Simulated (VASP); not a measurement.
Band structure of BeS (relaxed from the NiAs type structure, space group P6_3/mmc). Calculation: PBEsol GGA, VASP's PBE PAW potentials (set 64) (plane waves; VASP).

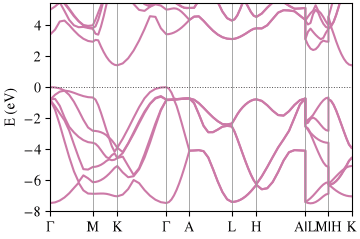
Figure. Bands along high-symmetry lines, zero at the valence-band maximum or, without a gap, the Fermi level

Question: Read the plot: is there a gap, and where are the band edges?

Answer: The gap is indirect, 1.41 eV, from the valence maximum at Γ to the conduction minimum at K. (Edges off the drawn lines would not show.)

The structure was generated: BeS was put into the NiAs type type (P6_3/mmc), which need not be its known phase. It was relaxed first, which changed the volume by +22 %.
